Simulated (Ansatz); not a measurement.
# CH₆AlCl₂NO: what the fields show

Input

```
crystal:
  periodic: [false, false, false]
  atoms:
    - { symbol: Al, position_ang: [-0.374352, 0.691633, 1.420403] }
    - { symbol: "N", position_ang: [0.667954, -0.474724, 0.401177] }
    - { symbol: C, position_ang: [0.143886, -1.61672, -0.336106] }
    - { symbol: Cl, position_ang: [-2.516654, 0.429652, 1.221714] }
    - { symbol: Cl, position_ang: [0.536022, 2.022492, 2.860226] }
    - { symbol: H, position_ang: [0.527962, 1.211145, -1.180197] }
    - { symbol: O, position_ang: [0.088124, 2.073073, -1.373151] }
    - { symbol: H, position_ang: [1.68526, -0.468337, 0.533712] }
    - { symbol: H, position_ang: [-0.950629, -1.508045, -0.46304] }
    - { symbol: H, position_ang: [0.593324, -1.692391, -1.347363] }
    - { symbol: H, position_ang: [0.317059, -2.581298, 0.18382] }
    - { symbol: H, position_ang: [-0.717956, 1.91372, -1.921095] }
basis:
  gaussian: { orbitals: "6-31G" }
hamiltonian:
  xc: lda
relax:
  f_tol: 0.03
  max_steps: 50
output:
  orbitals: {}
```

Launched as:

```sh
ansatz run input.yaml --threads 2 --pin off --max-ram 3072MiB --backend cpu --events-out ev --progress --plain --runs-dir out
```

The fields are those of the run's last geometry, not of the input's.

The calculation used RKS LDA/6-31G (Ansatz 0.2.0).

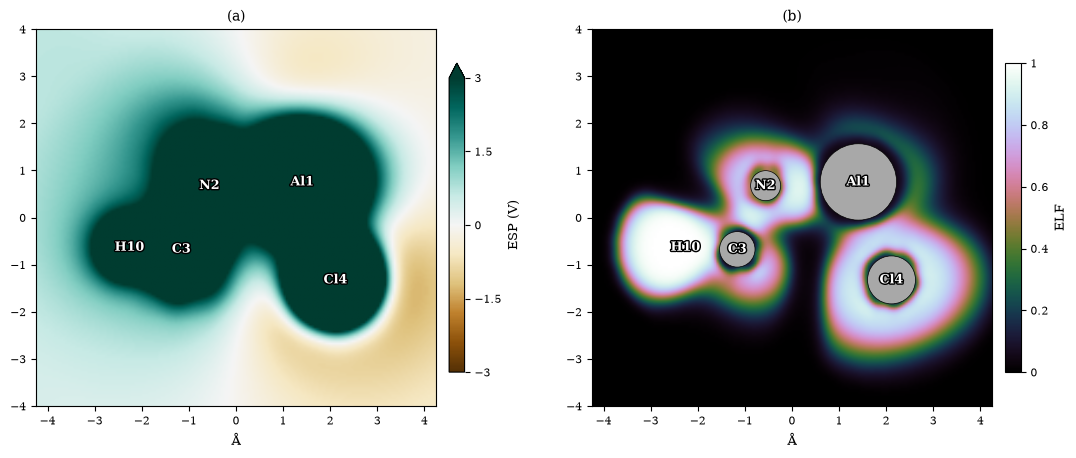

Figure 1. (a) molecular electrostatic potential; (b) electron localisation function on the plane of atoms N2, Al1 and Cl4. Grey discs cover the atomic cores in the ELF map.

Interpret the plot.

Atoms in the plane: Al, N, C, Cl and H. C–N (1.48 Å): the ELF peaks at about 0.90 between the atoms: a covalent bond. Al–N (1.97 Å): the ELF peaks at about 0.95 in the valence shell of N, 0.7 Å from its nucleus, and is about 0.65 at the midpoint. Al–Cl (2.20 Å): the ELF peaks at about 0.85 in the valence shell of Cl, 0.9 Å from its nucleus, and is about 0.75 at the midpoint. C–H (1.10 Å): the ELF climbs to about 1 towards the hydrogen, as it does in any bond to H: a covalent bond by its length. The ELF also peaks beside Cl4, away from the bonds: lone-pair regions. Outside the dense part of the molecule the potential is most negative (−1.3 V) near Cl4.

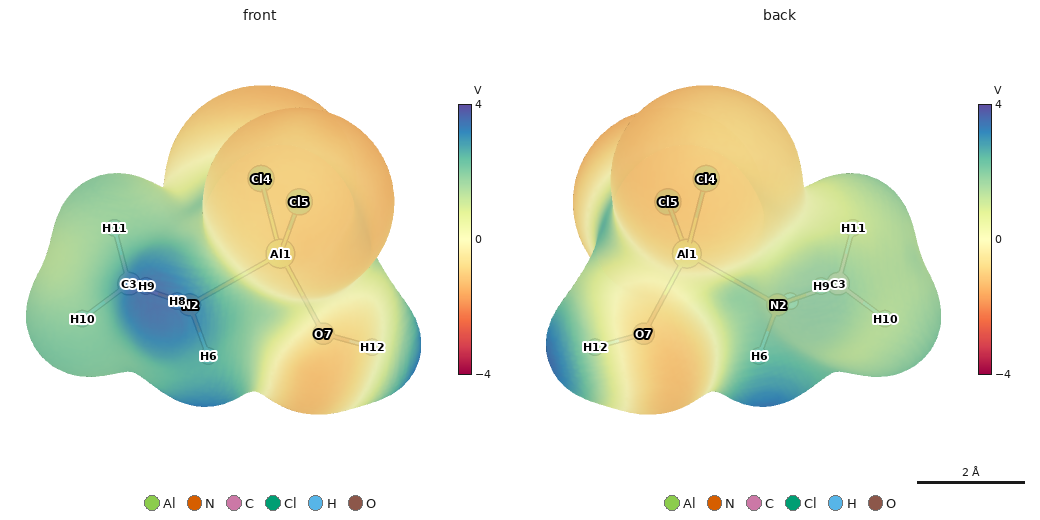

Figure 2. The electrostatic potential painted on the density surface at 0.004 e/bohr³, seen from the front and from behind; the colour scale runs from red (negative) to blue (positive).

Describe the electrostatic potential map.

The most negative region (about −1.4 V, or −32 kcal/mol for a unit charge) lies over Cl4 and Cl5, the most positive (about +3.5 V, or +81 kcal/mol for a unit charge) over H8 and H12.

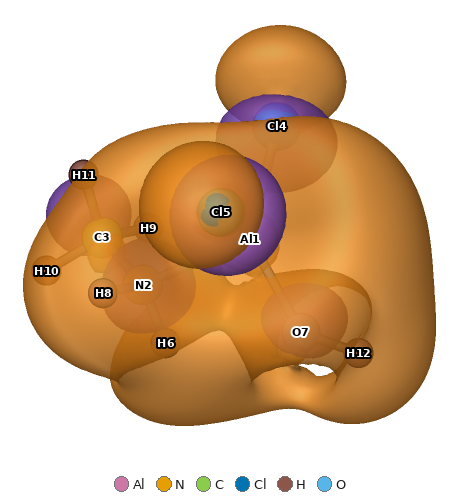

Figure 3. One frontier orbital at ±0.06 Å⁻³ᐟ² (orange and purple are the two phases), seen at a tilt.

Which orbital is it: HOMO or LUMO?

The LUMO, at −1.17 eV. By Hirshfeld shares it lies mainly on Al1 (about 35 %), Cl4 (about 15 %), Cl5 (about 15 %), O7 (about 10 %) and N2 (about 5 %).
